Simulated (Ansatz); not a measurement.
# CH6BFSSi: rotation by 120° about the S3–Si4 bond

Aim: the minimum-energy path and barrier of the rotation by 120° about the S3–Si4 bond. The ends are relaxed first, then joined by a nudged elastic band. SMILES of the start: BCS[SiH2]F.

All numbers below are computed with Ansatz 0.2.0 (RKS PBE/def2-SVP).

## 1. The structure to begin with

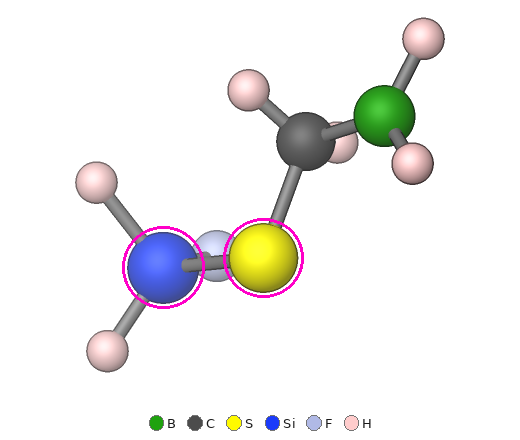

The starting structure, seen from a free direction (boron green, carbon dark grey, sulfur yellow, silicon blue, fluorine light blue, hydrogen pink). Ringed: S3, Si4.

Coordinates:

```xyz
11

B    -0.6637    1.6623    1.4034
C    -0.4727    0.5972    0.2788
S     0.9934   -0.3582    0.6662
Si    0.9420   -1.6246   -1.0505
F     1.0213   -0.7188   -2.4673
H     0.0218    1.8361    2.3098
H    -1.6141    2.4337    1.3056
H    -0.3073    1.1213   -0.7083
H    -1.3496   -0.0531    0.2892
H    -0.4350   -2.3116   -1.0188
H     1.9291   -2.6414   -0.9875
```

## 2. Relaxing end A

input.yaml

```yaml
crystal:
  periodic: [false, false, false]
  atoms:
    - { symbol: B, position_ang: [-0.6637, 1.6623, 1.4034] }
    - { symbol: C, position_ang: [-0.4727, 0.5972, 0.2788] }
    - { symbol: S, position_ang: [0.9934, -0.3582, 0.6662] }
    - { symbol: Si, position_ang: [0.942, -1.6246, -1.0505] }
    - { symbol: F, position_ang: [1.0213, -0.7188, -2.4673] }
    - { symbol: H, position_ang: [0.0218, 1.8361, 2.3098] }
    - { symbol: H, position_ang: [-1.6141, 2.4337, 1.3056] }
    - { symbol: H, position_ang: [-0.3073, 1.1213, -0.7083] }
    - { symbol: H, position_ang: [-1.3496, -0.0531, 0.2892] }
    - { symbol: H, position_ang: [-0.435, -2.3116, -1.0188] }
    - { symbol: H, position_ang: [1.9291, -2.6414, -0.9875] }
basis:
  gaussian: { orbitals: def2-SVP }
hamiltonian:
  xc: pbe
relax:
  f_tol: 0.015
  max_steps: 40
```

Launch:

```bash
$ ansatz run input.yaml --threads 2 --pin off --max-ram 3072MiB --backend cpu --events-out ev --progress --plain --runs-dir out
```

The log of the run:

```text
Warning: RAYON_NUM_THREADS=2 ignored (pool sized by the plan → 2); use --threads N
The last accepted step is kept in <dir> (removed where the run ends without a failure and the disk answers)
Engine: ansatz 0.2.0, aarch64-unknown-linux-gnu
Functional definition: PBE
  parameter kappa = 0.804
  parameter beta = 0.06672455060314922
  exchange = pbe_x(kappa = kappa, mu = beta*pi^2/3)
  correlation = pbe_c(beta = beta)
1209 factors; their error is unknown
mean field evaluation 1: about -23211.8121 eV, gradient 5.3e1 eV
mean field evaluation 2: about -23198.6756 eV, gradient 9.4e1 eV
mean field evaluation 4: about -23218.2429 eV, gradient 7.2e0 eV
mean field evaluation 8: about -23218.2737 eV, gradient 1.5e-1 eV
mean field evaluation 16: about -23218.2737 eV, gradient 7.3e-5 eV
mean field -23218.27374989 eV, -853.2558223971 hartree, gradient 7.3e-5 eV, S^2 0.000000; 0 other end points of the search recorded, 0 dependent functions left out
the calculation of the forces begins
reference -23218.27378815 eV, -853.2558238033 hartree; 28, 28 occupied and 80, 80 virtual orbitals, 1209 factors
relax step   1: F+E_penalty+E_count = -23218.27374989 eV  Δ(F+E_penalty+E_count) = +0.000e0 eV  max|allowed force component| = 1.962e0 eV/Å  Δτ_max = 0.0000 Å  (27 SCF iters, accepted)
these checks for a lower state are left out or cut short: starts, cluster_reference, orbital_swaps, neighbouring_geometries, increment
1209 factors; their error is unknown
mean field -23218.58015824 eV, -853.2670826964 hartree, gradient 2.0e-5 eV, S^2 0.000000; 0 other end points of the search recorded, 0 dependent functions left out
the calculation of the forces begins
reference -23218.58019697 eV, -853.2670841199 hartree; 28, 28 occupied and 80, 80 virtual orbitals, 1209 factors
relax step   2: F+E_penalty+E_count = -23218.58015824 eV  Δ(F+E_penalty+E_count) = -3.064e-1 eV  max|allowed force component| = 8.057e-1 eV/Å  Δτ_max = 0.1859 Å  (28 SCF iters, accepted)
these checks for a lower state are left out or cut short: starts, cluster_reference, orbital_swaps, neighbouring_geometries, increment
1209 factors; their error is unknown
mean field -23218.60844298 eV, -853.2681221413 hartree, gradient 6.1e-6 eV, S^2 0.000000; 0 other end points of the search recorded, 0 dependent functions left out
the calculation of the forces begins
reference -23218.60848172 eV, -853.2681235653 hartree; 28, 28 occupied and 80, 80 virtual orbitals, 1209 factors
relax step   3: F+E_penalty+E_count = -23218.60844298 eV  Δ(F+E_penalty+E_count) = -2.828e-2 eV  max|allowed force component| = 5.214e-1 eV/Å  Δτ_max = 0.1153 Å  (30 SCF iters, accepted)
these checks for a lower state are left out or cut short: starts, cluster_reference, orbital_swaps, neighbouring_geometries, increment
1209 factors; their error is unknown
mean field evaluation 32: about -23218.6962 eV, gradient 1.0e-2 eV
mean field -23218.62426260 eV, -853.2687035019 hartree, gradient 2.3e-5 eV, S^2 0.000000; 0 other end points of the search recorded, 0 dependent functions left out
the calculation of the forces begins
reference -23218.62430136 eV, -853.2687049263 hartree; 28, 28 occupied and 80, 80 virtual orbitals, 1209 factors
relax step   4: F+E_penalty+E_count = -23218.62426260 eV  Δ(F+E_penalty+E_count) = -1.582e-2 eV  max|allowed force component| = 3.382e-1 eV/Å  Δτ_max = 0.0322 Å  (30 SCF iters, accepted)
these checks for a lower state are left out or cut short: starts, cluster_reference, orbital_swaps, neighbouring_geometries, increment
1209 factors; their error is unknown
mean field -23218.62636796 eV, -853.2687808722 hartree, gradient 2.2e-5 eV, S^2 0.000000; 0 other end points of the search recorded, 0 dependent functions left out
the calculation of the forces begins
reference -23218.62640654 eV, -853.2687822902 hartree; 28, 28 occupied and 80, 80 virtual orbitals, 1209 factors
relax step   5: F+E_penalty+E_count = -23218.62636796 eV  Δ(F+E_penalty+E_count) = -2.105e-3 eV  max|allowed force component| = 2.259e-1 eV/Å  Δτ_max = 0.0679 Å  (29 SCF iters, accepted)
these checks for a lower state are left out or cut short: starts, cluster_reference, orbital_swaps, neighbouring_geometries, increment
1209 factors; their error is unknown
mean field -23218.62785468 eV, -853.2688355084 hartree, gradient 2.2e-5 eV, S^2 0.000000; 0 other end points of the search recorded, 0 dependent functions left out
the calculation of the forces begins
reference -23218.62789341 eV, -853.2688369316 hartree; 28, 28 occupied and 80, 80 virtual orbitals, 1209 factors
relax step   6: F+E_penalty+E_count = -23218.62785468 eV  Δ(F+E_penalty+E_count) = -1.487e-3 eV  max|allowed force component| = 1.278e-1 eV/Å  Δτ_max = 0.0353 Å  (29 SCF iters, accepted)
these checks for a lower state are left out or cut short: starts, cluster_reference, orbital_swaps, neighbouring_geometries, increment
1209 factors; their error is unknown
mean field -23218.62894667 eV, -853.2688756381 hartree, gradient 2.1e-5 eV, S^2 0.000000; 0 other end points of the search recorded, 0 dependent functions left out
the calculation of the forces begins
reference -23218.62898550 eV, -853.2688770651 hartree; 28, 28 occupied and 80, 80 virtual orbitals, 1209 factors
relax step   7: F+E_penalty+E_count = -23218.62894667 eV  Δ(F+E_penalty+E_count) = -1.092e-3 eV  max|allowed force component| = 1.982e-2 eV/Å  Δτ_max = 0.0364 Å  (29 SCF iters, accepted)
these checks for a lower state are left out or cut short: starts, cluster_reference, orbital_swaps, neighbouring_geometries, increment
1209 factors; their error is unknown
mean field evaluation 64: about -23218.6290 eV, gradient 2.1e-5 eV
mean field -23218.62903725 eV, -853.2688789670 hartree, gradient 2.1e-5 eV, S^2 0.000000; 0 other end points of the search recorded, 0 dependent functions left out
the calculation of the forces begins
reference -23218.62907609 eV, -853.2688803943 hartree; 28, 28 occupied and 80, 80 virtual orbitals, 1209 factors
relax step   8: F+E_penalty+E_count = -23218.62903725 eV  Δ(F+E_penalty+E_count) = -9.058e-5 eV  max|allowed force component| = 1.530e-2 eV/Å  Δτ_max = 0.0129 Å  (30 SCF iters, accepted)
these checks for a lower state are left out or cut short: starts, cluster_reference, orbital_swaps, neighbouring_geometries, increment
1209 factors; their error is unknown
mean field -23218.62926070 eV, -853.2688871785 hartree, gradient 2.1e-5 eV, S^2 0.000000; 0 other end points of the search recorded, 0 dependent functions left out
the calculation of the forces begins
reference -23218.62929970 eV, -853.2688886118 hartree; 28, 28 occupied and 80, 80 virtual orbitals, 1209 factors
relax step   9: F+E_penalty+E_count = -23218.62926070 eV  Δ(F+E_penalty+E_count) = -2.234e-4 eV  max|allowed force component| = 5.457e-2 eV/Å  Δτ_max = 0.0839 Å  (27 SCF iters, accepted)
these checks for a lower state are left out or cut short: starts, cluster_reference, orbital_swaps, neighbouring_geometries, increment
1209 factors; their error is unknown
mean field -23218.62931245 eV, -853.2688890804 hartree, gradient 2.1e-5 eV, S^2 0.000000; 0 other end points of the search recorded, 0 dependent functions left out
the calculation of the forces begins
reference -23218.62935144 eV, -853.2688905132 hartree; 28, 28 occupied and 80, 80 virtual orbitals, 1209 factors
relax step  10: F+E_penalty+E_count = -23218.62931245 eV  Δ(F+E_penalty+E_count) = -5.175e-5 eV  max|allowed force component| = 3.805e-2 eV/Å  Δτ_max = 0.0109 Å  (29 SCF iters, accepted)
these checks for a lower state are left out or cut short: starts, cluster_reference, orbital_swaps, neighbouring_geometries, increment
1209 factors; their error is unknown
mean field -23218.62963121 eV, -853.2689007944 hartree, gradient 2.1e-5 eV, S^2 0.000000; 0 other end points of the search recorded, 0 dependent functions left out
the calculation of the forces begins
reference -23218.62967022 eV, -853.2689022280 hartree; 28, 28 occupied and 80, 80 virtual orbitals, 1209 factors
relax step  11: F+E_penalty+E_count = -23218.62963121 eV  Δ(F+E_penalty+E_count) = -3.188e-4 eV  max|allowed force component| = 1.294e-2 eV/Å  Δτ_max = 0.0137 Å  (29 SCF iters, accepted)
these checks for a lower state are left out or cut short: starts, cluster_reference, orbital_swaps, neighbouring_geometries, increment
1209 factors; their error is unknown
mean field -23218.62966955 eV, -853.2689022033 hartree, gradient 2.1e-5 eV, S^2 0.000000; 0 other end points of the search recorded, 0 dependent functions left out
the calculation of the forces begins
reference -23218.62970858 eV, -853.2689036378 hartree; 28, 28 occupied and 80, 80 virtual orbitals, 1209 factors
relax step  12: F+E_penalty+E_count = -23218.62966955 eV  Δ(F+E_penalty+E_count) = -3.834e-5 eV  max|allowed force component| = 9.764e-3 eV/Å  Δτ_max = 0.0202 Å  (30 SCF iters, accepted)
1209 factors; their error is unknown
mean field evaluation 96: about -23212.2042 eV, gradient 5.3e1 eV
mean field -23218.62966955 eV, -853.2689022033 hartree, gradient 2.1e-5 eV, S^2 0.000000; 1 other end points of the search recorded, 0 dependent functions left out
the calculation of the forces begins
reference -23218.62970858 eV, -853.2689036378 hartree; 28, 28 occupied and 80, 80 virtual orbitals, 1209 factors
Total energy: -23218.62970858 eV, -853.2689036378 hartree
Atom 0 at    -0.703693     1.724202     1.451656 Å, force     0.006460     0.000242    -0.006850 eV/Å
Atom 1 at    -0.466178     0.632594     0.362358 Å, force    -0.008312     0.009764     0.003575 eV/Å
Atom 2 at     1.059697    -0.382541     0.582812 Å, force     0.007209    -0.006289     0.003876 eV/Å
Atom 3 at     0.908700    -1.685800    -1.097888 Å, force    -0.000793     0.008861    -0.004272 eV/Å
Atom 4 at     1.168967    -0.905116    -2.520651 Å, force    -0.000776    -0.002619     0.003632 eV/Å
Atom 5 at     0.133018     2.017499     2.284048 Å, force    -0.009101    -0.002921    -0.007734 eV/Å
Atom 6 at    -1.761131     2.328684     1.422774 Å, force     0.004561    -0.002606     0.002083 eV/Å
Atom 7 at    -0.404622     1.213247    -0.592508 Å, force    -0.000743    -0.001516     0.005392 eV/Å
Atom 8 at    -1.366798    -0.010305     0.241223 Å, force     0.001569     0.000405     0.001564 eV/Å
Atom 9 at    -0.473554    -2.263873    -1.197401 Å, force    -0.001300    -0.001958    -0.001732 eV/Å
Atom 10 at     1.970795    -2.725692    -0.915823 Å, force     0.001226    -0.001363     0.000466 eV/Å
Dipole moment:    -0.301033    -0.021823     0.059580 e Å
```

It took 30 s on 2 threads of Arm Neoverse V1, shared host; peak memory 0.18 GiB.

The steps of the relaxation:

```
step  energy from step 1 (eV)  largest force component (eV/Å)
   1                   0.0000                          1.9624
   2                  -0.3064                          0.8057
   3                  -0.3347                          0.5214
   4                  -0.3505                          0.3382
   5                  -0.3526                          0.2259
   6                  -0.3541                          0.1278
   7                  -0.3552                          0.0198
   8                  -0.3553                          0.0153
   9                  -0.3555                          0.0546
  10                  -0.3556                          0.0381
  11                  -0.3559                          0.0129
  12                  -0.3559                          0.0098
```

Step 1 is the start.

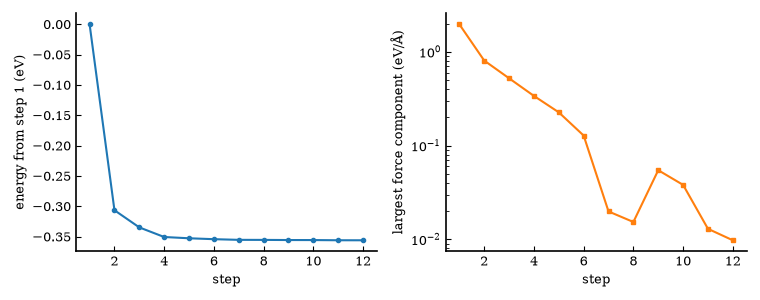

Energy and largest force along the relaxation.

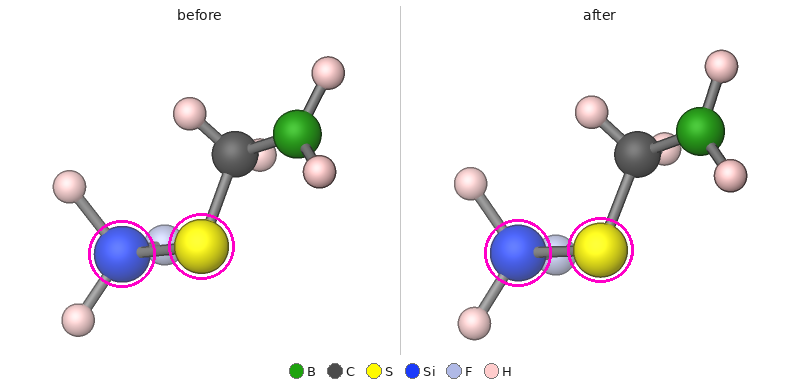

Before and after, at one scale.

After: Bond lengths: B1–C2 1.560 Å, C2–S3 1.846 Å, S3–Si4 2.132 Å, Si4–F5 1.644 Å, B1–H6 1.216 Å, B1–H7 1.218 Å, C2–H8 1.119 Å, C2–H9 1.113 Å, Si4–H10 1.502 Å, Si4–H11 1.498 Å. Angles (14 of 16 angles, heavy atoms first): B1–C2–S3 115.3°, C2–S3–Si4 100.6°, S3–Si4–F5 112.4°, B1–C2–H8 103.9°, B1–C2–H9 110.9°, S3–C2–H8 110.0°, S3–C2–H9 111.4°, C2–B1–H6 122.8°, C2–B1–H7 117.6°, S3–Si4–H10 110.7°, S3–Si4–H11 106.2°, F5–Si4–H10 105.7°, F5–Si4–H11 108.8°, H8–C2–H9 104.6°.

[end of part 1 of 3]
